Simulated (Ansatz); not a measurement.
**C3H4F2 (cis-1,2-difluorocyclopropane) at BLYP/def2-SVP**

Aim: the electronic atomisation energy of C3H4F2 (cis-1,2-difluorocyclopropane) at BLYP/def2-SVP, from 4 runs. 

Program for the calculation: Ansatz 0.2.0.

50 further runs of the same task are left out: 50 set aside as unsound or not needed. Runs told in other sessions of the task aren't counted.

## Step 1: The molecule

C3H4F2 has 9 atoms, charge 0, and is taken as a singlet. As SMILES, `FC1CC1F`. The coordinates come from a PBE0-D4/def2-TZVP relaxation.

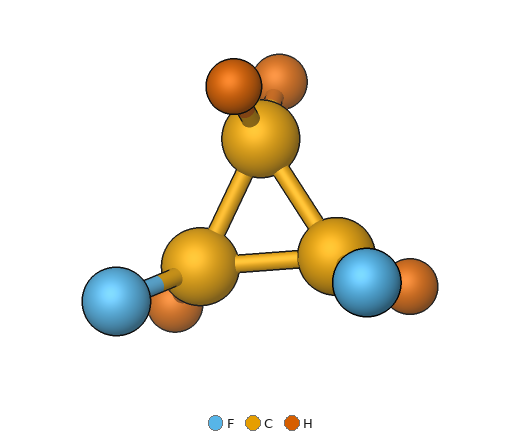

The structure, seen from a chosen angle (fluorine blue, carbon amber, hydrogen orange).

## Step 2: The energy at BLYP/def2-SVP

File input.yaml:

```yaml
basis:
  gaussian:
    orbitals: def2-SVP
crystal:
  periodic: [false, false, false]
  atoms:
    - symbol: F
      position_ang: [-0.169600, 1.608000, -1.012600]
    - symbol: C
      position_ang: [0.216800, 0.825500, 0.025400]
    - symbol: C
      position_ang: [0.580500, -0.591100, -0.284000]
    - symbol: C
      position_ang: [-0.696000, -0.279700, 0.428900]
    - symbol: F
      position_ang: [-1.848900, -0.425100, -0.270300]
    - symbol: H
      position_ang: [0.755400, 1.385300, 0.781900]
    - symbol: H
      position_ang: [1.394400, -1.070200, 0.245000]
    - symbol: H
      position_ang: [0.461700, -0.872500, -1.323800]
    - symbol: H
      position_ang: [-0.820200, -0.522400, 1.478400]
accuracy: high
hamiltonian:
  xc: {name: BLYP}
output:
  orbitals: {seedname: orbitals}
```

On the command line:

```
$ ansatz run input.yaml --threads 1 --pin off --max-ram 2610MiB --events-out events.jsonl --progress --plain --runs-dir runs
```

Output:

```text
Warning: RAYON_NUM_THREADS=1 ignored (pool sized by the plan → 1); use --threads N
Functional definition: BLYP
  name "BLYP"
  parameter beta = 0.0042
  parameter a = 0.04918
  parameter b = 0.132
  parameter c = 0.2533
  parameter d = 0.349
  exchange = b88_x(beta = beta)
  correlation = lyp_c(a = a, b = b, c = c, d = d)
2132 factors; integrals over basis functions are off by at most 3.5e-9 eV
mean field evaluation 1: about -8593.3225 eV, gradient 5.1e1 eV
mean field evaluation 2: about -8588.0923 eV, gradient 6.7e1 eV
mean field evaluation 4: about -8599.5953 eV, gradient 4.7e0 eV
mean field evaluation 8: about -8599.6212 eV, gradient 3.0e-1 eV
mean field evaluation 16: about -8599.6214 eV, gradient 2.2e-5 eV
mean field -8599.62143974 eV, -316.0302588775 hartree, gradient 5.1e-8 eV, S^2 0.000000; 0 other end points of the search recorded, 0 dependent functions left out
reference -8599.62148778 eV, -316.0302606432 hartree; 20, 20 occupied and 70, 70 virtual orbitals, 2132 factors
Total energy: -8599.62148778 eV, -316.0302606432 hartree
```

Run time: 5.4 s. Hardware: 1 thread of Arm Neoverse V2, shared host; peak memory 0.23 GiB.

## Step 3: The C atom

File molecule.yaml:

```yaml
crystal:
  periodic: [false, false, false]
  atoms:
    - {symbol: C, position_ang: [0.000000, 0.000000, 0.000000]}
basis:
  gaussian:
    orbitals: def2-SVP
magnetization:
  spin_polarized: true
  initial_magnetization: 2
hamiltonian:
  xc: {name: BLYP}
accuracy: high
```

Run the same way, it converges to -37.80070 Eh (log not shown).

## Step 4: The F atom

File input.yaml:

```yaml
crystal:
  periodic: [false, false, false]
  atoms:
    - {symbol: F, position_ang: [0.000000, 0.000000, 0.000000]}
basis:
  gaussian: {orbitals: def2-SVP}
magnetization: {spin_polarized: true, initial_magnetization: 1}
hamiltonian: {xc: {name: BLYP}}
accuracy: high
```

On the command line:

```
$ ansatz run input.yaml --threads 1 --pin off --max-ram 2610MiB --events-out events.jsonl --progress --plain --runs-dir runs
```

Output:

```text
Warning: RAYON_NUM_THREADS=1 ignored (pool sized by the plan → 1); use --threads N
Functional definition: BLYP
  name "BLYP"
  parameter beta = 0.0042
  parameter a = 0.04918
  parameter b = 0.132
  parameter c = 0.2533
  parameter d = 0.349
  exchange = b88_x(beta = beta)
  correlation = lyp_c(a = a, b = b, c = c, d = d)
95 factors; integrals over basis functions are off by at most 1.3e-9 eV
mean field evaluation 1: about -2710.9184 eV, gradient 6.2e0 eV
mean field evaluation 2: about -2710.9454 eV, gradient 5.3e0 eV
mean field evaluation 4: about -2711.0269 eV, gradient 5.3e-3 eV
mean field evaluation 8: about -2711.0272 eV, gradient 4.0e-5 eV
mean field evaluation 16: about -2711.0271 eV, gradient 9.2e-2 eV
mean field evaluation 32: about -2711.0266 eV, gradient 9.2e-2 eV
mean field -2711.02716171 eV, -99.6284105928 hartree, gradient 8.5e-9 eV, S^2 0.750788; 5 other end points of the search recorded, 0 dependent functions left out
reference -2711.02717589 eV, -99.6284111137 hartree; 5, 4 occupied and 9, 10 virtual orbitals, 95 factors
Total energy: -2711.02717589 eV, -99.6284111137 hartree
```

Run time: 0.62 s. Hardware: 1 thread of Arm Neoverse V2, shared host.

## Step 5: The H atom, same level

File job.yaml:

```yaml
crystal:
  periodic: [false, false, false]
  atoms:
    - {symbol: H, position_ang: [0.000000, 0.000000, 0.000000]}
basis:
  gaussian: {orbitals: def2-SVP}
magnetization: {spin_polarized: true, initial_magnetization: 1}
hamiltonian: {xc: {name: BLYP}}
accuracy: high
```

Run the same way, it converges to -0.49640 Eh (log not shown).

## Step 6: Results

Level: BLYP/def2-SVP.

```
                     quantity          value
       molecule: total energy  -316.03026 Eh
        molecule: HOMO energy       -6.32 eV
        molecule: LUMO energy        0.54 eV
      molecule: HOMO–LUMO gap        6.86 eV
         C atom: total energy   -37.80070 Eh
                 C atom: ⟨S²⟩          2.002
         F atom: total energy   -99.62841 Eh
                 F atom: ⟨S²⟩          0.751
         H atom: total energy    -0.49640 Eh
                 H atom: ⟨S²⟩          0.750
electronic atomisation energy      37.707 eV
```

**Reading.** Taking the molecule apart into free atoms costs 37.71 eV (870 kcal/mol), before zero-point energy and without spin-orbit coupling.
